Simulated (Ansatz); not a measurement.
# Saddle-point search of AlH3BrCl

- system: AlH3BrCl
- method: RKS PBE0-D4/def2-TZVP (Ansatz 0.2.0)

The geometry is a guess of a transition state. The reaction was set up to form Al1–Br6 and Cl2–H5 and to break Al1–Cl2 and H5–Br6 (atoms counted from 1 in the order of the input); sticks are drawn by distance alone. Figures and captions count atoms from 1; the log counts them from 0 in places.

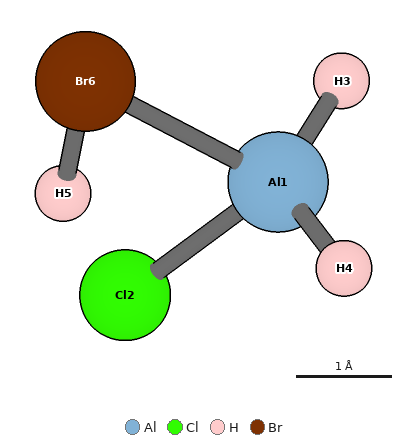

Fig. 1: The structure as given in the input (ball-and-stick view, seen at a tilt; atoms are numbered from 1 in the order of the input). Sticks mark near contacts.

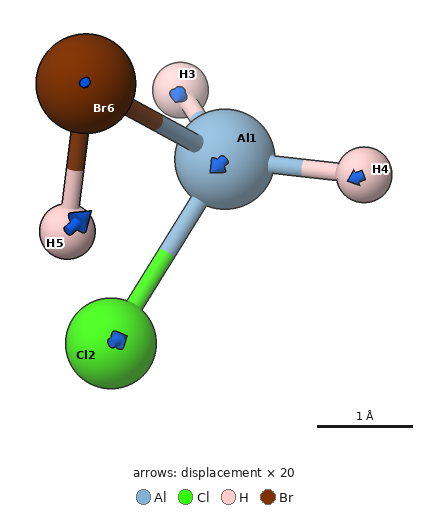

Fig. 2: The starting structure with the displacements as blue arrows, magnified 20 times (ball-and-stick view, seen at a tilt). The two geometries are laid on each other by the best rigid fit. The largest move after the best rigid fit is that of H5, 0.019 Å. Largest moves by element: H 0.019 Å, Cl 0.012 Å, Al 0.012 Å, Br 0.004 Å. Among the contacts that change: Al1–Cl2 2.301 → 2.281 Å, H5–Br6 1.657 → 1.651 Å. (Atoms are counted from 1 in the order of the input.)

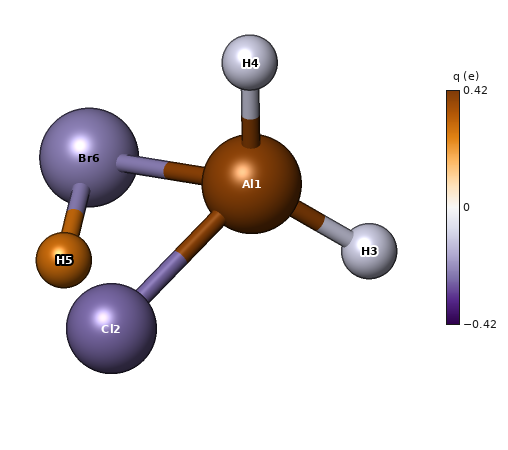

Fig. 3: Mulliken charges, as the colour of each atom (ball-and-stick view, seen at a tilt; atoms are numbered from 1 in the order of the input). By element: Al +0.40, Cl −0.26, H −0.10 to +0.30 and Br −0.23 e.

These pictures come from the run below.

Input
```yaml
crystal:
  periodic: [false, false, false]
  atoms:
    - {symbol: Al, position_ang: [-0.612289, -0.286273, -0.340034]}
    - {symbol: Cl, position_ang: [1.284226, 0.820681, -1.028972]}
    - {symbol: H, position_ang: [-0.528499, -1.812471, -0.725469]}
    - {symbol: H, position_ang: [-1.863201, 0.669684, -0.411765]}
    - {symbol: H, position_ang: [1.256799, 0.601602, 0.589311]}
    - {symbol: Br, position_ang: [0.462962, 0.006776, 1.916829]}
basis:
  gaussian: {orbitals: def2-TZVP}
hamiltonian: {xc: pbe0, dispersion: d4}
saddle:
  f_tol: 0.01
  max_steps: 50
  order_check: false
  mode_guess:
    - [-0.1274, -0.1214, 0.4465]
    - [0.1952, 0.0602, 0.3520]
    - [0.0256, 0.0131, -0.0618]
    - [0.0204, 0.0239, -0.0598]
    - [0.1102, 0.1478, -0.7034]
    - [-0.2240, -0.1237, 0.0265]
```

The program's output
```
Functional definition: PBE0
  name "PBE0"
  cite "Adamo & Barone, J. Chem. Phys. 110, 6158 (1999) doi:10.1063/1.478522"
  cite "Perdew, Burke & Ernzerhof, Phys. Rev. Lett. 77, 3865 (1996) doi:10.1103/PhysRevLett.77.3865"
  parent pbe
  parameter a = 0.25
  parameter kappa = 0.804
  parameter beta = 0.06672455060314922
  exchange = (1 - a)*pbe_x(kappa = kappa, mu = beta*pi^2/3) + a*exact_x
  correlation = pbe_c(beta = beta)
1092 factors; their error is unknown
mean field evaluation 1: about -89200.5965 eV, gradient 1.3e1 eV
mean field evaluation 2: about -89200.9253 eV, gradient 8.4e0 eV
mean field evaluation 4: about -89201.0641 eV, gradient 6.0e-1 eV
mean field evaluation 8: about -89201.5479 eV, gradient 5.1e-2 eV
mean field -89201.54790198 eV, -3278.0964224170 hartree, gradient 3.3e-5 eV, S^2 0.000000; 0 other end points of the search recorded, 0 dependent functions left out
the calculation of the forces begins
reference -89201.54793237 eV, -3278.0964235336 hartree; 34, 34 occupied and 106, 106 virtual orbitals, 1092 factors
these checks for a lower state are left out or cut short: stability, starts, cluster_reference, orbital_swaps, neighbouring_geometries, increment
1092 factors; their error is unknown
mean field evaluation 16: about -89201.0644 eV, gradient 6.3e-1 eV
mean field -89201.54817398 eV, -3278.0964324128 hartree, gradient 1.5e-6 eV, S^2 0.000000; 0 other end points of the search recorded, 0 dependent functions left out
[... from here on the field's lines of each further geometry are left out, up to the last ...]
saddle step   1: F+E_penalty+E_count = -89201.66833351 eV  max|allowed force component| = 1.164e-1 eV/Å  curvature = -2.4559 eV/Å²  mode residual = 1.14e-1 eV/Å²  Δτ_max = 0.0000 Å  (1 rotations, 3 force calls, 66 SCF iters)  cluster: 3 rotations left out, max|force component along them| = 1.637e-8 eV/Å
saddle step   2: F+E_penalty+E_count = -89201.66943741 eV  max|allowed force component| = 9.543e-2 eV/Å  curvature = -2.3728 eV/Å²  mode residual = 1.12e-1 eV/Å²  Δτ_max = 0.0067 Å  (1 rotations, 3 force calls, 72 SCF iters)  cluster: 3 rotations left out, max|force component along them| = 3.083e-9 eV/Å
saddle step   3: F+E_penalty+E_count = -89201.67063183 eV  max|allowed force component| = 1.225e-2 eV/Å  curvature = -2.2387 eV/Å²  mode residual = 1.43e-1 eV/Å²  Δτ_max = 0.0138 Å  (1 rotations, 3 force calls, 72 SCF iters)  cluster: 3 rotations left out, max|force component along them| = 1.733e-9 eV/Å
saddle step   4: F+E_penalty+E_count = -89201.67062088 eV  max|allowed force component| = 7.445e-3 eV/Å  curvature = -2.2279 eV/Å²  mode residual = 6.78e-2 eV/Å²  Δτ_max = 0.0020 Å  (1 rotations, 6 force calls, 136 SCF iters)  cluster: 3 rotations left out, max|force component along them| = 3.683e-9 eV/Å
the calculation of the forces begins
reference -89201.55007719 eV, -3278.0965023544 hartree; 34, 34 occupied and 106, 106 virtual orbitals, 1092 factors
1092 factors; their error is unknown
mean field -89201.55001357 eV, -3278.0965000166 hartree, gradient 1.2e-5 eV, S^2 0.000000; 1 other end points of the search recorded, 0 dependent functions left out
the calculation of the forces begins
reference -89201.55004393 eV, -3278.0965011320 hartree; 34, 34 occupied and 106, 106 virtual orbitals, 1092 factors
saddle step   5: F+E_penalty+E_count = -89201.67058970 eV  max|allowed force component| = 9.444e-4 eV/Å  curvature = -2.1572 eV/Å² (error put at 0.0047; -2.1619 at half of saddle.amplitude)  mode residual = 6.40e-2 eV/Å²  Δτ_max = 0.0042 Å  (1 rotations, 8 force calls, 175 SCF iters)  cluster: 3 rotations left out, max|force component along them| = 2.114e-9 eV/Å
Total energy: -89201.67062005 eV, -3278.1009322228 hartree
Atom 0 at    -0.601505    -0.280633    -0.339312 Å, force    -0.000220    -0.000015    -0.000015 eV/Å
Atom 1 at     1.274101     0.815880    -1.033975 Å, force     0.000099     0.000148    -0.000776 eV/Å
Atom 2 at    -0.522965    -1.804006    -0.723742 Å, force     0.000026     0.000018     0.000039 eV/Å
Atom 3 at    -1.853231     0.669447    -0.411213 Å, force     0.000100    -0.000055     0.000040 eV/Å
Atom 4 at     1.239851     0.592651     0.586955 Å, force     0.000618     0.000361    -0.000232 eV/Å
Atom 5 at     0.463747     0.006661     1.921186 Å, force    -0.000624    -0.000456     0.000944 eV/Å
Dipole moment:     0.047306     0.014977     0.082794 e Å
```

Results in brief

```json
{"quantity": "outcome", "value": "converged"}
{"quantity": "total energy", "value": "−89201.6706 eV"}
{"quantity": "mean-field energy", "value": "−89201.5500 eV"}
{"quantity": "dispersion energy", "value": "−0.1206 eV"}
{"quantity": "largest force (length of the vector) at the end", "value": "0.001 eV/Å"}
{"quantity": "dipole moment", "value": "0.46 D"}
{"quantity": "hardware", "value": "2 CPU threads, shared host"}
{"quantity": "wall time", "value": "62 s (CPU time 1.9 min)"}
{"quantity": "peak memory", "value": "0.39 GiB"}
```

The order of the saddle point was not checked.
